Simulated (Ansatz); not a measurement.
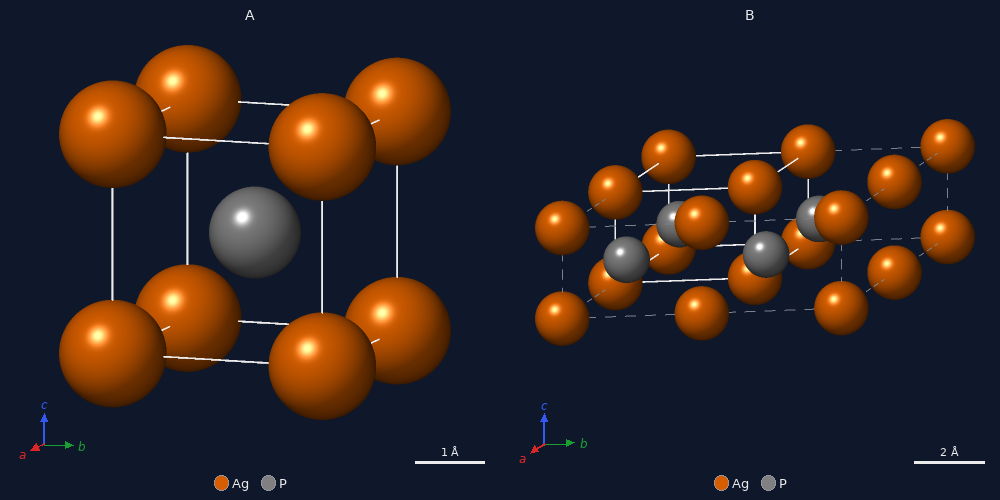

Two structures of AgP, each relaxed to rest (conventional cells in solid outline, small ones repeated, not to one scale). Method: Ansatz 0.2.0, DFT PBE, scalar-relativistic, plane waves, PAW, without spin polarisation.

> State the structure in each panel.

A: caesium chloride (CsCl, B2) type, Pm-3m. B: 2 atoms a cell on a primitive hexagonal lattice, P-6m2.

> Which of the two does the method prefer?

B is lower, by 146 meV/atom at this level of theory (energies at zero smearing). Volumes: A 17.1, B 19.3 Å³/atom.

One or both may be structure types tried for this composition rather than known phases.
